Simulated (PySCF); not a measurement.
**What a change does: NMR shielding calculation on C₄H₁₄OSi₂**

System: C₄H₁₄OSi₂, SMILES C[SiH](C)O[SiH](C)C.
Method of run A: GIAO PBE0/def2-SVP NMR shielding, non-relativistic, gas phase (PySCF 2.14.0).

The geometry comes from this level: PBE0-D3(BJ)/def2-SVP. Text and figures count atoms from 1; the logs count them from 0 in places.

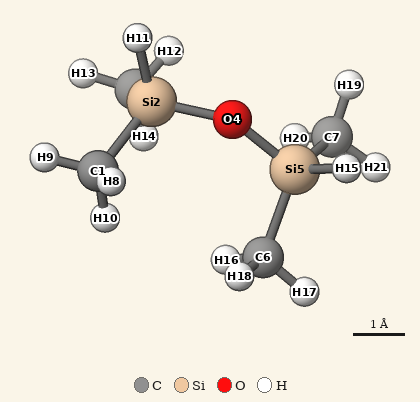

Fig. 1: The structure as given in the input (ball-and-stick view, seen at a tilt; atoms are numbered from 1 in the order of the input).

**Input, run A**
```
{"job": {"kind": "nmr", "xc": "PBE0", "basis": "def2-SVP", "pop": true}, "charge": 0, "multiplicity": 1}
C      1.846485     1.588008     1.035855
Si     1.180106    -0.146184     1.276449
C      1.912399    -1.320466     0.011608
O     -0.477889    -0.141122     1.142223
Si    -1.737893     0.029523     0.069643
C     -1.362370     1.405048    -1.148854
C     -2.019501    -1.588165    -0.829498
H      1.351172     2.295501     1.718753
H      2.929258     1.623869     1.236487
H      1.680557     1.936749     0.004190
H      1.505169    -0.622655     2.655136
H      1.478151    -2.327253     0.112805
H      3.003701    -1.407508     0.135169
H      1.717275    -0.966327    -1.013773
H     -2.950319     0.383159     0.868999
H     -0.483458     1.157098    -1.765987
H     -2.213207     1.571885    -1.828633
H     -1.155944     2.351939    -0.626163
H     -2.204684    -2.406220    -0.116436
H     -1.139037    -1.857356    -1.434737
H     -2.888083    -1.520531    -1.503866
```

The first line tells a small driver script what to run in PySCF; the rest is the geometry in Å.

Hardware: 1 CPU thread, shared host.

**Output (run A)**
```
coarse grid: 17360 points
cycle   1  E = -814.0472964610  dE =  2.127e-01  |g| = 8.435e-01  |ddm| = 4.245e+00
cycle   2  E = -813.8774537237  dE =  1.698e-01  |g| = 1.248e+00  |ddm| = 2.074e+00
cycle   3  E = -814.1946812453  dE = -3.172e-01  |g| = 1.787e-01  |ddm| = 1.437e+00
cycle   4  E = -814.2016600349  dE = -6.979e-03  |g| = 3.195e-02  |ddm| = 1.783e-01
cycle   5  E = -814.2019239587  dE = -2.639e-04  |g| = 5.269e-03  |ddm| = 3.711e-02
cycle   6  E = -814.2019326166  dE = -8.658e-06  |g| = 8.320e-04  |ddm| = 8.740e-03
final grid: 155104 points
cycle   7  E = -814.3111627588  dE = -2.391e-05  |g| = 1.043e-02  |ddm| = 2.992e-02
cycle   8  E = -814.3111385894  dE =  2.417e-05  |g| = 1.498e-02  |ddm| = 2.064e-02
cycle   9  E = -814.3111876132  dE = -4.902e-05  |g| = 1.726e-03  |ddm| = 1.286e-02
cycle  10  E = -814.3111882500  dE = -6.368e-07  |g| = 7.859e-05  |ddm| = 1.642e-03
cycle  11  E = -814.3111882519  dE = -1.942e-09  |g| = 3.268e-05  |ddm| = 1.729e-04
cycle  12  E = -814.3111882523  dE = -3.556e-10  |g| = 4.258e-06  |ddm| = 4.859e-05
converged SCF energy = -814.3111882523

GIAO shielding tensors (ppm)
atom      isotropic    diamagn.    paramagn.     s11        s22        s33       span
  0 C      191.615     251.072     -59.456    182.287    194.622    197.937     15.650
  1 Si     415.184     882.688    -467.505    379.566    420.977    445.008     65.442
  2 C      191.306     251.717     -60.411    182.183    194.299    197.436     15.253
  3 O      282.769     398.534    -115.765    240.172    302.963    305.170     64.998
  4 Si     415.413     882.812    -467.399    379.557    421.313    445.369     65.812
  5 C      191.189     251.928     -60.739    181.831    194.655    197.082     15.251
  6 C      191.768     250.931     -59.163    182.287    194.679    198.339     16.052
  7 H       30.961      30.730       0.231     27.010     28.673     37.200     10.190
  8 H       31.492      29.252       2.240     27.195     28.505     38.778     11.583
  9 H       31.238      33.928      -2.690     27.542     30.250     35.923      8.380
 10 H       26.282      30.024      -3.742     23.069     24.064     31.714      8.646
 11 H       30.986      32.070      -1.084     26.743     29.356     36.857     10.114
 12 H       31.457      29.858       1.599     27.084     28.493     38.792     11.708
 13 H       31.281      34.669      -3.387     28.120     29.997     35.727      7.606
 14 H       26.271      30.072      -3.800     23.078     24.058     31.678      8.600
 15 H       31.280      34.827      -3.547     28.181     29.985     35.673      7.492
 16 H       31.464      30.015       1.450     27.051     28.541     38.800     11.749
 17 H       31.000      32.354      -1.355     26.669     29.557     36.772     10.103
 18 H       30.933      30.400       0.533     27.014     28.451     37.333     10.319
 19 H       31.257      33.798      -2.541     27.486     30.258     36.028      8.542
 20 H       31.513      29.275       2.238     27.176     28.640     38.722     11.545
```

The input of run B differs as follows (lines with − go, lines with + come):
```diff
-"basis": "def2-SVP"
+"basis": "def2-TZVP"
```

How does run B compare with run A?

The total energy of run B is 299.4 kcal/mol lower, which measures the change of basis and not a stability. The HOMO goes from −7.88 to −7.97 eV. The LUMO goes from 1.28 to 0.79 eV. The dipole moment goes from 1.68 to 1.56 D. Of all shieldings, the largest change is that of Si5, by −83.8 ppm. The SCF takes 14 iterations against 12. The basis functions go from 176 to 313.

**Output (run B)**
```
coarse grid: 17360 points
cycle   1  E = -814.6282548814  dE =  2.313e-01  |g| = 9.275e-01  |ddm| = 3.136e+00
cycle   2  E = -814.4156246725  dE =  2.126e-01  |g| = 1.395e+00  |ddm| = 1.672e+00
cycle   3  E = -814.7917855282  dE = -3.762e-01  |g| = 2.114e-01  |ddm| = 1.241e+00
cycle   4  E = -814.8006796226  dE = -8.894e-03  |g| = 4.216e-02  |ddm| = 1.412e-01
cycle   5  E = -814.8010954782  dE = -4.159e-04  |g| = 7.664e-03  |ddm| = 3.268e-02
cycle   6  E = -814.8011095378  dE = -1.406e-05  |g| = 1.486e-03  |ddm| = 8.910e-03
cycle   7  E = -814.8011101393  dE = -6.015e-07  |g| = 3.088e-04  |ddm| = 1.588e-03
final grid: 155104 points
cycle   8  E = -814.7882358030  dE = -6.994e-05  |g| = 1.035e-02  |ddm| = 5.742e-02
cycle   9  E = -814.7882144892  dE =  2.131e-05  |g| = 1.459e-02  |ddm| = 1.408e-02
cycle  10  E = -814.7882583914  dE = -4.390e-05  |g| = 1.936e-03  |ddm| = 8.379e-03
cycle  11  E = -814.7882590723  dE = -6.810e-07  |g| = 1.743e-04  |ddm| = 1.179e-03
cycle  12  E = -814.7882590798  dE = -7.417e-09  |g| = 6.016e-05  |ddm| = 2.211e-04
cycle  13  E = -814.7882590808  dE = -1.003e-09  |g| = 9.343e-06  |ddm| = 6.285e-05
cycle  14  E = -814.7882590808  dE = -2.137e-11  |g| = 2.232e-06  |ddm| = 1.095e-05
converged SCF energy = -814.7882590808

GIAO shielding tensors (ppm)
atom      isotropic    diamagn.    paramagn.     s11        s22        s33       span
  0 C      184.545     248.138     -63.593    174.820    187.496    191.319     16.499
  1 Si     331.639     878.261    -546.622    289.511    335.409    369.996     80.485
  2 C      184.376     249.072     -64.696    174.791    187.517    190.820     16.029
  3 O      257.376     382.778    -125.402    227.643    271.358    273.125     45.482
  4 Si     331.588     878.219    -546.631    289.322    335.503    369.940     80.618
  5 C      184.228     249.460     -65.233    174.445    187.936    190.303     15.858
  6 C      184.726     247.879     -63.153    174.826    187.613    191.739     16.913
  7 H       31.089      30.335       0.754     27.429     28.977     36.862      9.433
  8 H       31.557      29.483       2.075     27.512     28.720     38.440     10.927
  9 H       31.330      32.059      -0.730     27.925     30.482     35.582      7.657
 10 H       26.164      30.625      -4.461     23.250     24.114     31.129      7.879
 11 H       31.096      31.267      -0.171     27.158     29.628     36.503      9.344
 12 H       31.498      29.969       1.529     27.375     28.680     38.439     11.064
 13 H       31.341      32.763      -1.422     28.473     30.220     35.330      6.857
 14 H       26.154      30.647      -4.493     23.258     24.105     31.100      7.841
 15 H       31.337      32.947      -1.610     28.532     30.201     35.277      6.744
 16 H       31.501      30.095       1.405     27.338     28.724     38.441     11.103
 17 H       31.102      31.512      -0.410     27.081     29.819     36.405      9.324
 18 H       31.070      30.090       0.981     27.436     28.769     37.005      9.569
 19 H       31.356      31.932      -0.576     27.878     30.492     35.698      7.820
 20 H       31.581      29.461       2.120     27.486     28.862     38.397     10.912
```

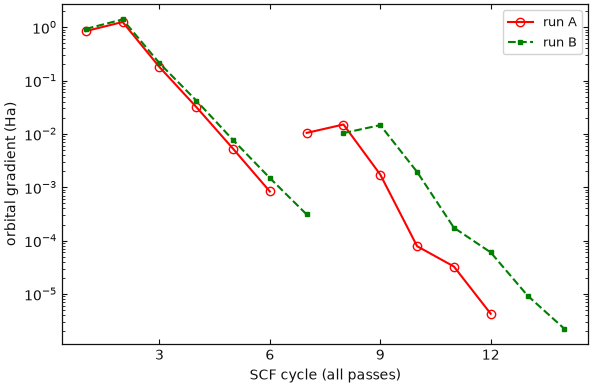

Fig. 2: Convergence of the two runs: orbital gradient against the SCF cycle. A break in a curve parts two SCF passes (coarse and final grid). Run A takes 12 cycles in all, and run B takes 14.

**The two runs side by side**

| quantity | run A | run B |
| --- | --- | --- |
| outcome | converged | converged |
| total energy (hartree) | −814.311188 | −814.788259 |
| HOMO (eV) | −7.88 | −7.97 |
| LUMO (eV) | 1.28 | 0.79 |
| dipole moment (D) | 1.68 | 1.56 |
| shielding of C1 (ppm) | 191.6 | 184.5 |
| shielding of Si2 (ppm) | 415.2 | 331.6 |
| shielding of C3 (ppm) | 191.3 | 184.4 |
| shielding of O4 (ppm) | 282.8 | 257.4 |
| shielding of Si5 (ppm) | 415.4 | 331.6 |
| shielding of C6 (ppm) | 191.2 | 184.2 |
| shielding of C7 (ppm) | 191.8 | 184.7 |
| SCF iterations | 12 | 14 |
| basis functions | 176 | 313 |
| wall time (shared host) | 38 s | 1.8 min |
